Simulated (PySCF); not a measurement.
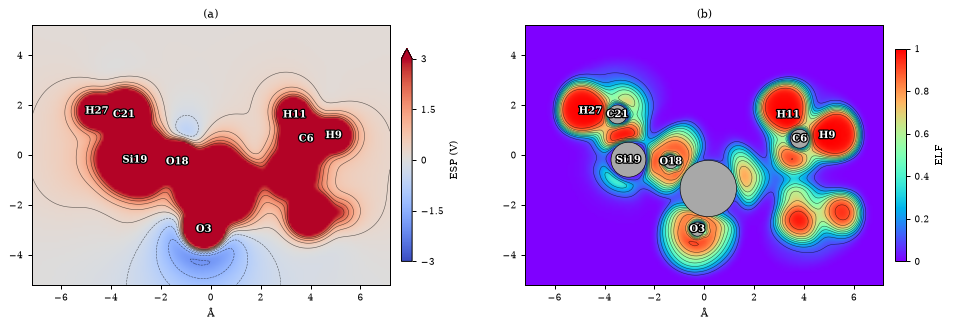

C$_{6}$H$_{18}$O$_{4}$Si$_{2}$W (SMILES C[Si](C)(C)[O][W](=[O])(=[O])[O][Si](C)(C)C). (a) electrostatic potential; (b) electron localisation function on the plane of atoms O18, Si19 and C21. Grey discs cover the atomic cores in the ELF map.

Geometry: PBE0-D3(BJ)/def2-SVP; core potentials replace the inner electrons of W.

Computed with CAM-B3LYP/def2-SVPD, SCF density, gas phase, scalar-relativistic core potentials on the heavy atoms (PySCF).

```csv
atom,x (Å),y (Å),z (Å)
W,0.8631,0.0477,0.5977
O,0.9912,-0.3374,2.2603
O,2.4224,0.5115,0.0701
O,-0.3140,1.4773,0.3876
Si,-1.1008,2.8296,1.0602
C,-2.2433,2.1864,2.3908
C,-2.0248,3.6396,-0.3451
C,0.2314,3.9343,1.7635
H,-2.7476,3.0129,2.9162
H,-1.6758,1.6059,3.1356
H,-3.0182,1.5303,1.9647
H,-2.7461,2.9393,-0.7938
H,-2.5802,4.5239,0.0053
H,-1.3276,3.9634,-1.1330
H,0.8106,3.4019,2.5346
H,0.9302,4.2571,0.9761
H,-0.2017,4.8351,2.2266
O,0.3313,-1.4623,-0.3595
Si,0.8431,-2.8417,-1.2213
C,1.4409,-2.2444,-2.8875
C,-0.6490,-3.9543,-1.3612
C,2.2259,-3.6175,-0.2337
H,1.7978,-3.0834,-3.5059
H,2.2740,-1.5342,-2.7651
H,0.6348,-1.7348,-3.4379
H,-1.4728,-3.4405,-1.8803
H,-0.4062,-4.8675,-1.9275
H,-1.0073,-4.2551,-0.3647
H,3.0619,-2.9093,-0.1176
H,1.8818,-3.9053,0.7719
H,2.6134,-4.5194,-0.7337
```

Interpret the plot.

The plane passes through O, C, H and Si nuclei.
Si–O (1.71 Å): the ELF peaks at about 0.90 between the atoms; a shared but strongly polarised pair.
C–Si (1.87 Å): the ELF peaks at about 0.95 between the atoms (localised, covalent bonding).
C–H (1.10 Å): the ELF climbs to about 1 towards the hydrogen, as it does in any bond to H: a covalent bond by its length.
Outside the dense part of the molecule the potential is most negative (−2.0 V) near O3.
